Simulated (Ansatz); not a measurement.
**Ligand exchange: I2 + SiH3(GeH3) → SiH3I + GeH3I**

Species: I2 (iodine), singlet; SiH3(GeH3), singlet; SiH3I `[SiH3]I`, singlet; GeH3I `[GeH3][I]`, singlet. The partners trade I for SiH3: I–I and Ge–SiH3 bonds give way to I–SiH3 and Ge–I.

Shapes, held fixed at every level: PBE0-D4/def2-TZVP. Programs: Ansatz 0.2.0. The zero-point and thermal change to 298 K, harmonic and unscaled (PBE0-D4/def2-TZVP), is +1.2 kJ/mol.

```json
{"level": "SPW92/def2-TZVPP", "kind": "LDA", "ΔH(298 K) (kJ/mol)": "-130.2", "less CCSD(T)/def2-TZVPP": "+18.0"}
{"level": "r2SCAN-D4/def2-TZVPP", "kind": "meta-GGA", "ΔH(298 K) (kJ/mol)": "-142.8", "less CCSD(T)/def2-TZVPP": "+5.4"}
{"level": "BHLYP-D4/def2-TZVPP", "kind": "global hybrid", "ΔH(298 K) (kJ/mol)": "-146.2", "less CCSD(T)/def2-TZVPP": "+2.0"}
{"level": "B2PLYP/def2-TZVPP", "kind": "double hybrid", "ΔH(298 K) (kJ/mol)": "-144.7", "less CCSD(T)/def2-TZVPP": "+3.5"}
{"level": "MP2/def2-SVP", "kind": "perturbation theory", "ΔH(298 K) (kJ/mol)": "-162.0", "less CCSD(T)/def2-TZVPP": "-13.8"}
{"level": "MP2/def2-TZVPP", "kind": "perturbation theory", "ΔH(298 K) (kJ/mol)": "-164.8", "less CCSD(T)/def2-TZVPP": "-16.6"}
{"level": "CCSD(T)/def2-SVP", "kind": "coupled cluster or CI", "ΔH(298 K) (kJ/mol)": "-148.6", "less CCSD(T)/def2-TZVPP": "-0.4"}
{"level": "CCSD(T)/def2-TZVPP", "kind": "coupled cluster or CI", "ΔH(298 K) (kJ/mol)": "-148.2", "less CCSD(T)/def2-TZVPP": "0.0"}
```

The highest level, CCSD(T)/def2-TZVPP, gives ΔH(298 K) = -148.2 kJ/mol; the levels span -164.8 to -130.2. The column of differences is taken from that level and isn't an error. No measured value is set beside it here. For atoms past krypton def2 sets carry core potentials with scalar relativity. Relativity is left out for Ge unless named. Correlated rows may include outer-core shells of Ge, I, which these sets cover unevenly.

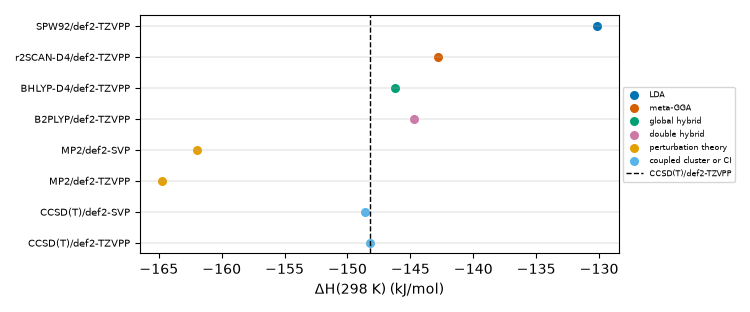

The values of the table, level by level.
